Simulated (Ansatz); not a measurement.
The calculation's input:

```
crystal:
  periodic: [false, false, false]
  atoms:
    - {symbol: C, position_ang: [-0.547496, 0.774727, 0.923110]}
    - {symbol: C, position_ang: [0.622599, 0.321582, 0.051580]}
    - {symbol: Al, position_ang: [0.266129, -1.164722, -1.140240]}
    - {symbol: F, position_ang: [1.452632, -1.781064, -2.099355]}
    - {symbol: Cl, position_ang: [-1.611112, -2.071472, -1.291668]}
    - {symbol: H, position_ang: [-0.268917, 1.619110, 1.559500]}
    - {symbol: H, position_ang: [-1.403678, 1.087074, 0.320925]}
    - {symbol: H, position_ang: [-0.898465, -0.026256, 1.577774]}
    - {symbol: H, position_ang: [0.987748, 1.149423, -0.569080]}
    - {symbol: H, position_ang: [1.483559, 0.040397, 0.670455]}
basis:
  gaussian: {orbitals: def2-TZVPP}
hamiltonian: {xc: pbe0, dispersion: d4}
output: {orbitals: {seedname: orbitals}}
```

Command:

```sh
ansatz run in.yaml --threads 4 --pin off --events-out ev --progress --plain --max-ram 10444MiB
```

Geometry: PBE0-D4/def2-TZVP.

Theory: RKS PBE0-D4/def2-TZVPP (Ansatz).

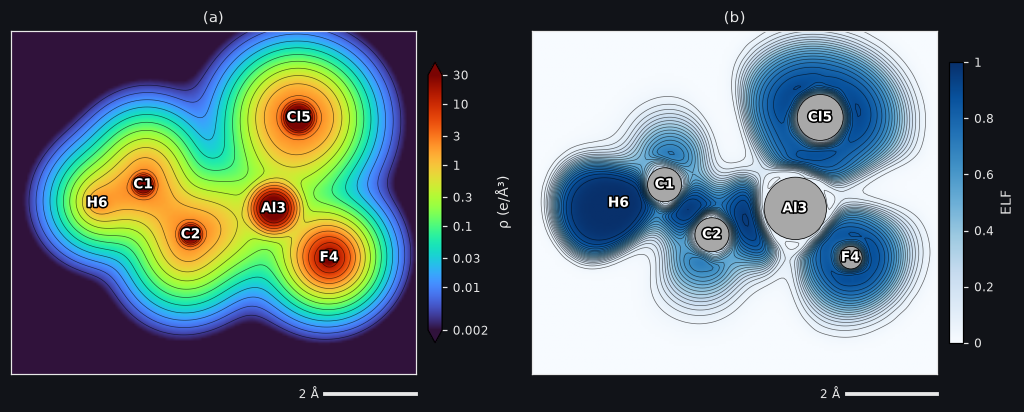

C₂H₅AlClF (SMILES C[CH2][Al]([F])[Cl]). (a) electron density; (b) ELF on the plane of atoms F4, Al3 and Cl5. Grey discs cover the atomic cores in the ELF map.

Q: Describe what can be read from this map.

A: Atoms in the plane: C, Al, F, Cl and H.
C–C (1.53 Å): the density is about 1.6 e/Å³ at the midpoint; the ELF peaks at about 0.95 between the atoms (a covalent bond).
Al–F (1.65 Å): ρ at the midpoint is about 0.93 e/Å³; the ELF peaks at about 0.85 in the valence shell of F, 0.6 Å from its nucleus, and is about 0.35 at the midpoint.
C–Al (1.94 Å): the density is about 0.75 e/Å³ at the midpoint; the ELF peaks at about 0.95 between the atoms; a polar covalent bond.
Al–Cl (2.09 Å): ρ is about 0.75 e/Å³ halfway; the ELF peaks at about 0.85 in the valence shell of Cl, 0.9 Å from its nucleus, and is about 0.80 at the midpoint.
C–H (1.09 Å): ρ is about 2 e/Å³ halfway; the ELF climbs to about 1 towards the hydrogen, as it does in any bond to H (a covalent bond by its length).
The ELF also peaks beside F4 and Cl5, away from the bonds: lone-pair regions.
